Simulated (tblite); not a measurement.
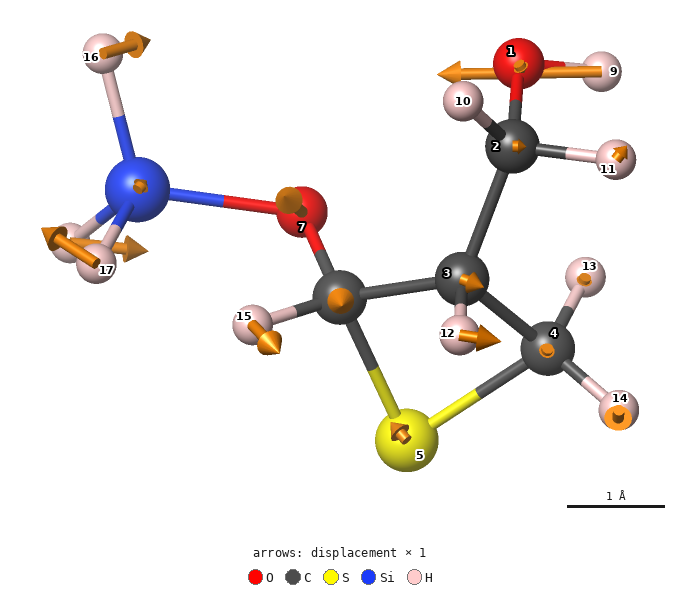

A relaxation of C4H10O2SSi. The starting structure is drawn; orange arrows show the displacements, at their true length. The two geometries are superimposed by the best rigid fit.

Style: ball-and-stick. Shown at a tilt.

Theory: GFN2-xTB geometry optimisation, gas phase (tblite). 

> Which element moves most?

Hydrogen: up to 1.71 Å, against 0.91 Å for oxygen.

> Describe the change and its energy.

An H atom moves most after the best rigid fit: 1.71 Å. Largest moves by element: H 1.71 Å, O 0.91 Å, C 0.38 Å, S 0.28 Å, Si 0.16 Å. Near-neighbour distances that change, for instance: O–Si 1.720 → 1.636 Å, C–C 1.462 → 1.544 Å, C–H 1.131 → 1.092 Å, C–C 1.497 → 1.533 Å. Among the angles between lasting bonds that change: C–O–Si 107.5° → 129.2°, O–Si–H 112.6° → 96.9°, H–Si–H 107.7° → 114.5°. Groups turn about C–O by about 150°, O–Si by about 55°, C–O by about 55°. Over 170 geometry steps the energy falls by 1.432 eV. The run took 1.4 s on 1 thread of Arm Neoverse V1, with other jobs on the host.
